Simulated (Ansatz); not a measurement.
**GeH₅N···HCl: density, localisation and related maps**

```xyz
9

Ge   -0.7055    0.8540   -0.2731
Cl    1.5440   -1.8952   -1.4520
H    -1.6319   -0.0388   -1.1300
H    -1.5480    1.8549    0.5759
H     0.3448    1.6159   -1.1135
H     1.0571   -1.2904   -0.3211
N     0.2850   -0.3382    0.8336
H    -0.3141   -0.9077    1.4477
H     0.9686    0.1457    1.4325
```

Theory: UKS BLYP-D4/def2-SVP in Ansatz 0.2.0.

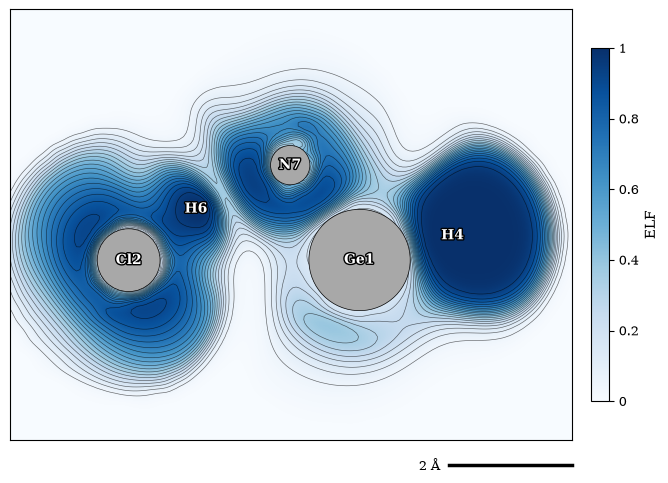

Figure 1. Electron localisation function on the plane of atoms H4, Ge1 and N7. Grey discs cover the atomic cores.

What does the map show?

Answer. The plane passes through Ge, Cl, H and N nuclei.
N7···H6 (1.68 Å): the ELF climbs to about 1 towards the hydrogen, as it does in any bond to H.
Ge–N (1.90 Å): the ELF peaks at about 0.90 in the valence shell of N, 0.7 Å from its nucleus, and is about 0.50 at the midpoint.
Cl–H (1.37 Å): the ELF climbs to about 1 towards the hydrogen; an ordinary covalent bond to hydrogen.
Ge–H (1.56 Å): the ELF climbs to about 1 towards the hydrogen.
The ELF also peaks beside Cl2, away from the bonds: lone-pair regions.

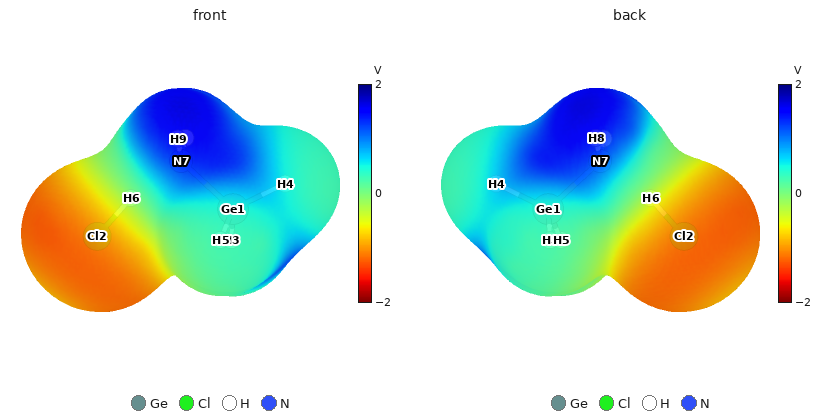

Figure 2. The molecular electrostatic potential painted on the density surface at 0.001 e/bohr³, seen from the front and from behind; the colour scale runs from red (negative) to blue (positive).

Which sites attract a positive test charge, and which a negative one?

Answer. A positive charge is drawn to the negative regions and a negative charge to the positive ones. The most negative region (about −1.3 V) lies over Cl2, the most positive (about +1.6 V) over H8 and H9.

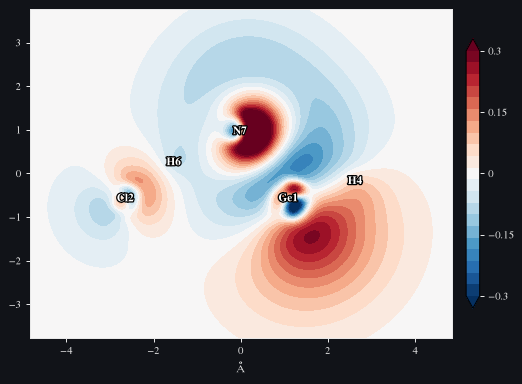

Figure 3. The LUMO on the plane of atoms H4, Ge1 and N7 (values in Å⁻³ᐟ²; the overall sign is arbitrary).

What is the character of this orbital?

Answer. By Hirshfeld shares it lies mainly on Ge1 (about 45 %), N7 (about 20 %), H8 (about 10 %) and H9 (about 10 %). Its energy is −0.70 eV.
